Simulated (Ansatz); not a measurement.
The calculation's input:

```
basis:
  gaussian:
    orbitals: def2-TZVPD
crystal:
  periodic: [false, false, false]
  atoms:
    - {symbol: F, position_ang: [-2.157347, 2.850050, -1.218608]}
    - {symbol: F, position_ang: [2.033451, 0.148977, -1.585448]}
    - {symbol: F, position_ang: [0.919168, -0.695689, 0.498540]}
    - {symbol: N, position_ang: [-0.729210, 0.688362, -1.332905]}
    - {symbol: Si, position_ang: [-2.209868, 1.338227, -1.860079]}
    - {symbol: Si, position_ang: [0.638551, 0.133070, -0.826663]}
magnetization:
  spin_polarized: false
  initial_magnetization: 0
hamiltonian:
  xc: {name: PBE0}
output: {forces: true, orbitals: {seedname: orbitals}}
```

Launched as:

```sh
ansatz run input.yaml --threads 2 --pin off --max-ram 4350MiB --events-out events.jsonl --progress --plain --runs-dir runs
```

Geometry: B3LYP-D3(BJ)/6-311G**.

Theory: Ansatz, isolated molecule in a Gaussian basis; Kohn-Sham density functional theory, functional PBE0.

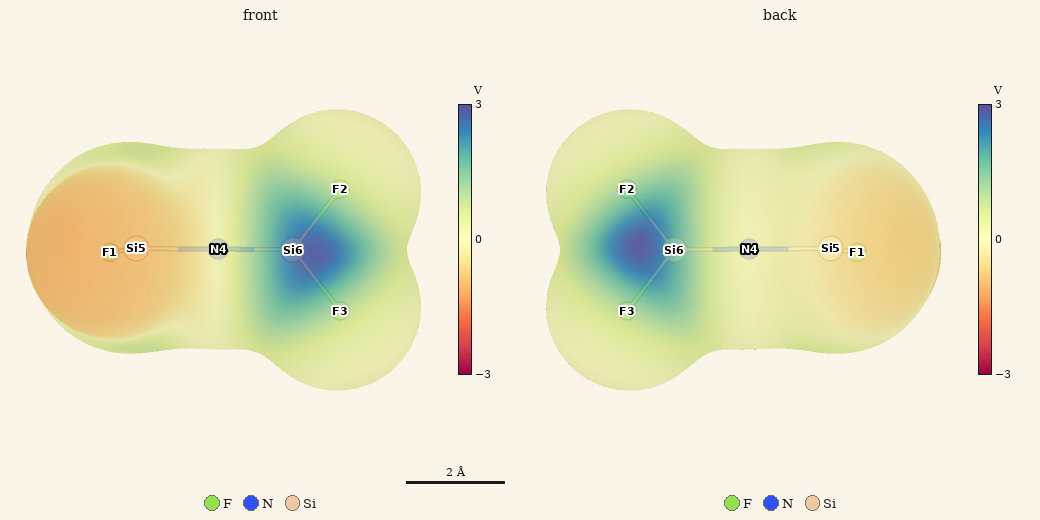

F3NSi2 (SMILES F[Si]N=[Si](F)F). The molecular electrostatic potential painted on the density surface at 0.001 e/bohr³, seen from the front and from behind; the colour scale runs from red (negative) to blue (positive).

Q: Which sites attract a positive test charge, and which a negative one?

A: A positive charge is drawn to the negative regions and a negative charge to the positive ones. The most negative region (about −1.1 V, or −25 kcal/mol for a unit charge) lies over F1, the most positive (about +2.8 V, or +65 kcal/mol for a unit charge) over Si6.

Q: What dipole moment does the calculation give?

A: Its dipole moment is 2.58 D.
